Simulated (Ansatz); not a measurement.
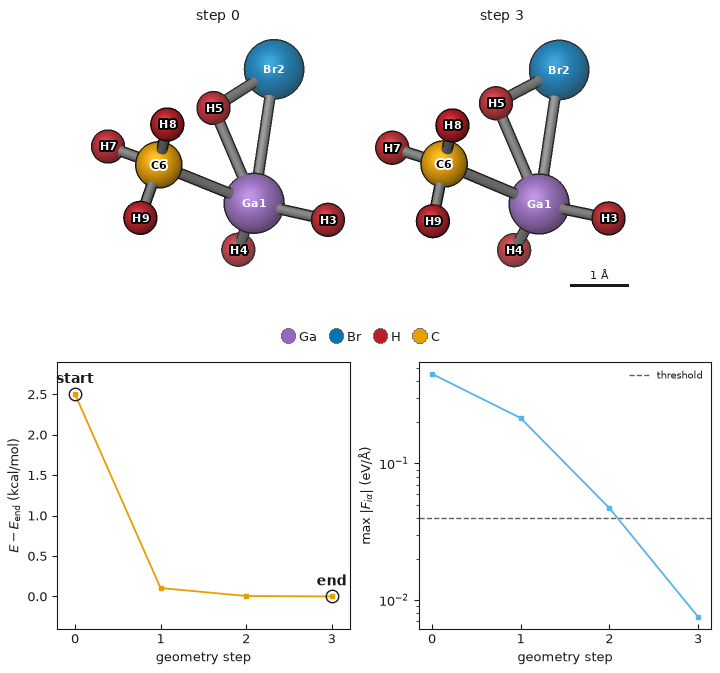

First and last geometry of a constrained relaxation of CH₆BrGa, with the history of the run. A ball-and-stick model, seen from a free direction.

The reaction that was planned forms Ga1–C6, Br2–H5 and breaks Ga1–Br2, H5–C6 (atoms numbered from 1 in input order).

All numbers below come from Ansatz 0.2.0, RKS PBE0-D4/def2-SVP. (held fixed: the distance between atoms 1 (Ga) and 6 (C), the distance between atoms 2 (Br) and 5 (H), the distance between atoms 1 (Ga) and 2 (Br), the distance between atoms 5 (H) and 6 (C), counting from 1; force threshold 0.04 eV/Å; at most 150 steps)

Did the run converge, and what did it change?

Answer. It converged. The atom that moves furthest after the best rigid fit is H9 (0.19 Å). By element the largest moves are H 0.19 Å, C 0.04 Å, Ga 0.02 Å, Br 0.02 Å. Among the contacts that change: Ga1–H5 1.816 → 1.923 Å, Ga1–H3 1.548 → 1.561 Å, C6–H9 1.101 → 1.106 Å. Among the angles between lasting bonds that change: H3–Ga1–H4 118.7° → 128.6°, Ga1–C6–H9 101.3° → 92.0°, H3–Ga1–C6 117.3° → 111.4°. After 3 geometry steps the energy has fallen by 2.50 kcal/mol. Largest force component: 0.45 eV/Å at the start, 0.0076 eV/Å at the end.

```tsv
step	E − E(0), kcal/mol	largest force component, eV/Å
0	0.00	0.4518
1	-2.40	0.2147
2	-2.50	0.0472
3	-2.50	0.0076
```
